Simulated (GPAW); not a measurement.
Consider MgCu2S2 (R3m).

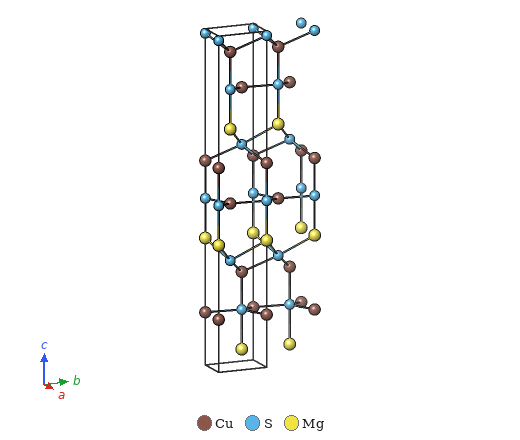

The structure (copper brown, sulfur blue, magnesium yellow). Bonds to atoms that aren't drawn are left out. 1×2×1 conventional cells are drawn. Some periodic images of atoms are drawn too.

```xyz
5
Lattice="1.9403 1.1202 6.7863 -1.9403 1.1202 6.7863 0.0000 -2.2405 6.7863" Properties=species:S:1:pos:R:3 pbc="T T T"
Cu    0.0000    0.0000    3.1902
Cu    0.0000    0.0000   12.3696
S     0.0000    0.0000   10.0893
S     0.0000    0.0000   20.0893
Mg    0.0000    0.0000    7.6877
```

Absorber: atom 2, with 1 S at 2.28 Å and 3 S at 2.43 Å (distorted tetrahedral, site symmetry 3m). Method: GPAW, RPBE, excited-electron core hole (neutral cell), 15-atom cell with 6.7 Å between holes, 3×3×3 k points, dipole transitions, Gaussian full width 1.55 eV up to 4 eV, rising linearly to 3.5 eV at 25 eV.

**Question.** Where do the maxima of the Cu K edge fall?

Main maxima up to 29 eV above the zero (height): 3.8 eV (1.27), 13.6 eV (1.22) and 26.6 eV (0.98). A K edge sees empty p states on the absorber. The total-energy difference is 9012.18 eV. One term is added: -29.93 eV, since the hole is spin-paired here and a spin-polarised one costs that much less in the free atom (computed apart). The photon energy is then 8982.25 eV. The tabulated edge of the element is 8979 eV. The functional leaves an error of a few eV in such absolute values.

The Cu K spectrum (energy from the lowest empty level; intensity scaled to a mean of 1 over the first 20 eV; polarised curves are means over the symmetry-equivalent atoms):

```
E (eV)  isotropic  ε ⊥ c  ε ∥ c
  -2.0       0.00   0.00   0.00
  -0.5       0.14   0.15   0.12
   1.0       0.56   0.58   0.50
   2.5       0.99   1.06   0.84
   4.0       1.27   1.33   1.14
   5.5       1.03   1.02   1.05
   7.0       0.86   0.87   0.86
   8.5       0.94   0.93   0.95
  10.0       0.96   0.99   0.89
  11.5       1.06   1.16   0.85
  13.0       1.21   1.21   1.19
  14.5       1.20   1.17   1.26
  16.0       1.11   1.06   1.22
  17.5       1.01   0.96   1.13
  19.0       0.90   0.88   0.95
  20.5       0.89   0.88   0.93
  22.0       0.91   0.90   0.95
  23.5       0.90   0.90   0.90
  25.0       0.94   1.00   0.81
  26.5       0.98   1.08   0.79
  28.0       0.96   0.99   0.92
  29.5       0.99   0.89   1.17
```

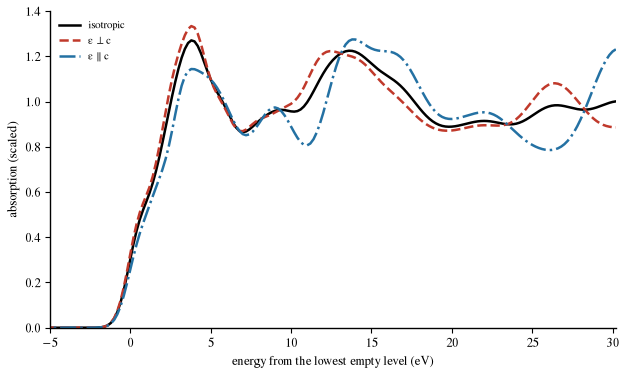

The Cu K edge.

The script folds with a Gaussian, whereas the core hole's own line is a Lorentzian, so the onset is too steep and the first peak too high. The unit cell's mesh shows no gap over 0.35 eV. That is right for a metallic compound; for a small-gap or correlated insulator it would be the fault of the functional or of the assumed magnetic order, and the hole would be screened too well. The crystal has 2 inequivalent Cu sites and not all are shown here, while a measurement adds them all. The mesh is coarse (0.37 Å⁻¹ between points), so small maxima may be mesh ripples. Lifetime broadening is put in by hand, and intensities beyond about 20 eV depend on it and on the partial waves. The structure is a computed Materials Project entry and may be a hypothetical form.

[Banner, clock and machine lines of the logs are left out without a mark of their own.]

[Logs are printed without paths, hosts, clocks, repeated set-up lines and the standing remarks that a program may print on its own settings, such as how far it seeks lower states.]

[Hosts, paths, dates, database ids (printed as entryN), source tags and the programs' standing remarks are cut or masked in the printed files.]

[Lists of maxima count a maximum above −3 eV only where it reaches 4 % of the highest in the window and stands out from its surroundings by 2 % of it (1.5 % where it reaches 55 %); shoulders and weaker maxima are passed over, and of the rest the first, up to two pre-edge ones and the few strongest are named.]
